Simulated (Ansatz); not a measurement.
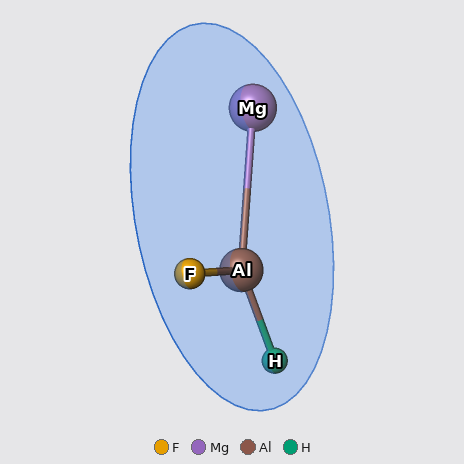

All proper rotation axes (lines) and mirror planes (discs) of the structure are drawn in. Depth is shown by fading: the farther an atom, the more it takes the colour of the background. State: neutral, doublet. The computed structure is the end point of a PBE0-D4/def2-TZVP optimisation. No frequency run is at hand to confirm it as a minimum.

Q: Name the symmetry elements and the point group.

A: It has 1 mirror plane. Point group Cs. The group has 2 operations. The geometry is achiral, and symmetry allows a dipole moment.
